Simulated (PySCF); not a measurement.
## Electronic structure of CH10GeOSi2 (SMILES [SiH3]C([SiH3])[O][GeH3]) in real space

```xyz
15

Si   -1.9762   -0.9801   -0.1203
C    -0.4021    0.0111    0.3030
Si   -0.3858    1.8436   -0.2227
O     0.6453   -0.7228   -0.3703
Ge    2.3164   -0.8004    0.0918
H    -3.1129   -0.3493    0.5562
H    -2.1545   -0.9648   -1.5709
H    -1.8114   -2.3563    0.3522
H    -0.2350   -0.0354    1.3876
H    -1.5013    2.4978    0.4618
H     0.8793    2.4629    0.1930
H    -0.5138    1.9296   -1.6763
H     2.8122   -1.8438   -0.8486
H     3.0115    0.5222   -0.0980
H     2.4240   -1.2063    1.5396
```

Geometry: GFN2-xTB.

Level of theory: CAM-B3LYP/def2-SVPD, SCF density, gas phase in PySCF 2.14.0.

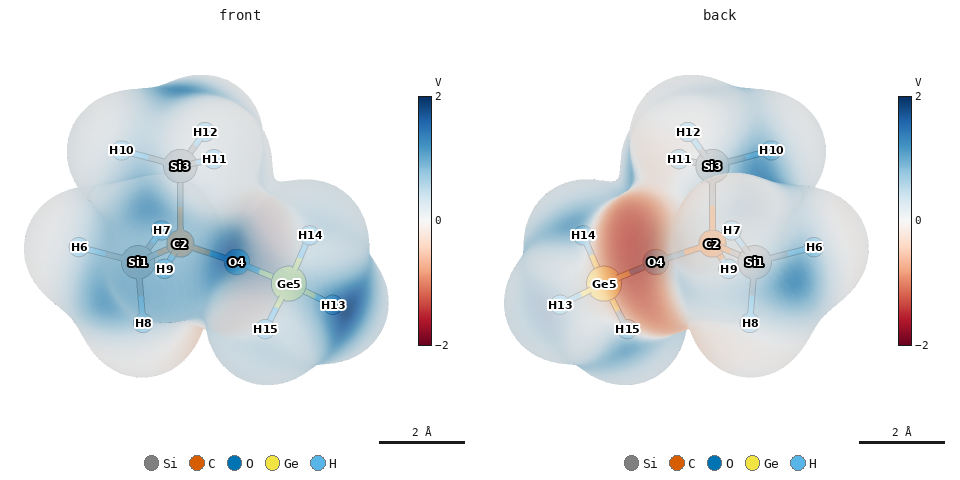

Figure 1. The molecular electrostatic potential painted on the density surface at 0.002 e/bohr³, seen from the front and from behind; the colour scale runs from red (negative) to blue (positive).

Where is the surface potential most negative and most positive?

The most negative region (about −1.2 V, or −28 kcal/mol for a unit charge) lies over O4, the most positive (about +1.6 V, or +37 kcal/mol for a unit charge) over Ge5. O4 is the likeliest acceptor of a hydrogen bond.

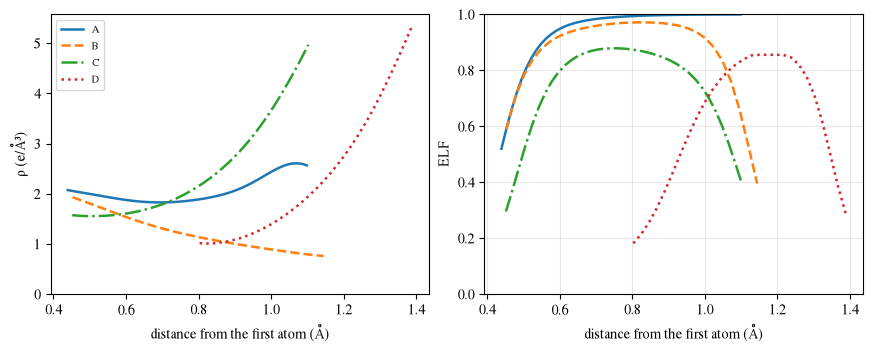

Figure 2. Electron density and electron localisation function along straight lines between neighbouring atoms. The curves leave out the atomic cores.

Which curve belongs to which contact (C–H, C–O, C–Si and Ge–O)? The first atom named is at distance zero.

Curve A: C–H (1.10 Å): the density is about 1.9 e/Å³ at the midpoint; the ELF climbs to about 1 towards the hydrogen, as it does in any bond to H; an ordinary covalent bond to hydrogen. Curve B: C–Si (1.91 Å): the density is about 0.94 e/Å³ at the midpoint; the ELF peaks at about 1 between the atoms; localised, covalent bonding. Curve C: C–O (1.45 Å): ρ is about 1.9 e/Å³ halfway, with its minimum of 1.6 e/Å³ about 0.5 Å from C; the ELF peaks at about 0.90 between the atoms: a polar covalent bond. Curve D: Ge–O (1.74 Å): ρ at the midpoint is about 1 e/Å³; the ELF peaks at about 0.85 in the valence shell of O, 0.6 Å from its nucleus, and is about 0.30 at the midpoint.
